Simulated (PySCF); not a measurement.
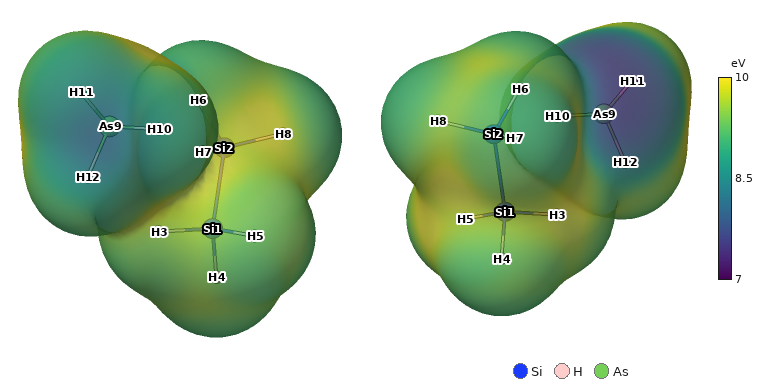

Figure. AsH9Si2, SMILES `[SiH3][SiH3].[AsH3]`. Average local ionisation energy on the surface of electron density 0.001 a.u. (back view left, front view right).

Level of theory: TPSS/def2-SVPD (PySCF), at an unrelaxed start geometry of a pair search.

Geometry (Å), atoms numbered from 1:

```
Si1     -1.9354   -1.1919    0.0000
Si2     -2.2535    1.0956    0.0011
H3      -0.6561   -1.5912    0.6057
H4      -2.9844   -1.8963    0.7435
H5      -1.9546   -1.7584   -1.3529
H6      -1.0085    1.8529   -0.1711
H7      -2.8707    1.5718    1.2392
H8      -3.1553    1.5178   -1.0712
As9      1.9349    0.0879    0.0388
H10      1.7437   -0.3055   -1.3870
H11      3.3704    0.3800   -0.2555
H12      2.3094   -1.3233    0.3520
```

Locate the minima of the map.

The lowest value is 7.3 eV, 2.3 Å from As9. Further minima include 8.2 eV, about equally far (1.9 Å) from H10 and H11, over As9 (2.4 Å); 9.1 eV, 1.4 Å from H8. For comparison, the highest occupied orbital lies at −7.0 eV.

What volume does the surface enclose, and what is the dipole moment?

About 165 Å³; the dipole moment is 0.2 D.
